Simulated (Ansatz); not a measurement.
Consider C3H5Al.

Input

```
crystal:
  periodic: [false, false, false]
  atoms:
    - {symbol: C, position_ang: [-0.608103, 1.421072, -1.105319]}
    - {symbol: Al, position_ang: [0.030724, -0.029569, 0.011079]}
    - {symbol: C, position_ang: [0.301144, -1.772517, 0.584518]}
    - {symbol: C, position_ang: [0.870338, -0.866046, 1.437645]}
    - {symbol: H, position_ang: [-0.669835, 1.118827, -2.152972]}
    - {symbol: H, position_ang: [-1.609751, 1.724997, -0.787988]}
    - {symbol: H, position_ang: [0.042406, 2.295302, -1.033407]}
    - {symbol: H, position_ang: [0.307780, -2.857758, 0.678347]}
    - {symbol: H, position_ang: [1.423898, -1.080409, 2.350996]}
basis:
  gaussian: {orbitals: def2-TZVPP}
hamiltonian: {xc: pbe0, dispersion: d4}
output: {orbitals: {seedname: orbitals}}
```

Command:

```sh
ansatz run in.yaml --threads 2 --pin off --events-out ev --progress --plain --max-ram 4352MiB
```

Geometry: PBE0-D4/def2-TZVP.

Computed with RKS PBE0-D4/def2-TZVPP (Ansatz 0.2.0).

Question: Predict the electron density and electron localisation function between the atoms.

Answer: C–C (1.37 Å): ρ is about 2.2 e/Å³ halfway; the ELF peaks at about 0.90 between the atoms: localised, covalent bonding.
C–Al (1.85 Å): the density is about 0.7 e/Å³ at the midpoint; the ELF peaks at about 0.75 in the valence shell of C, 0.7 Å from its nucleus, and is about 0.50 at the midpoint.
C–H (1.09 Å): ρ at the midpoint is about 2 e/Å³; the ELF climbs to about 1 towards the hydrogen, as it does in any bond to H (a covalent bond by its length).
C–Al (1.94 Å): ρ at the midpoint is about 0.72 e/Å³; the ELF peaks at about 0.95 between the atoms; a shared but strongly polarised pair.

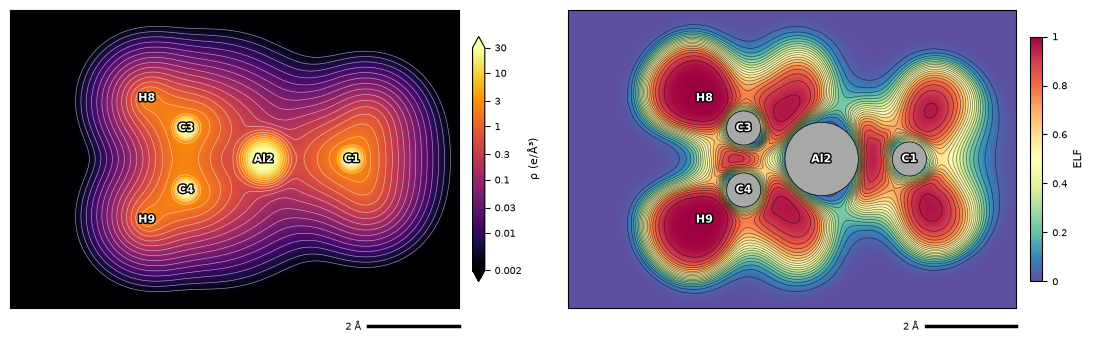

Computed electron density and electron localisation function on the plane of atoms Al2, C3 and H8, in this order. Grey discs cover the atomic cores in the ELF map. 
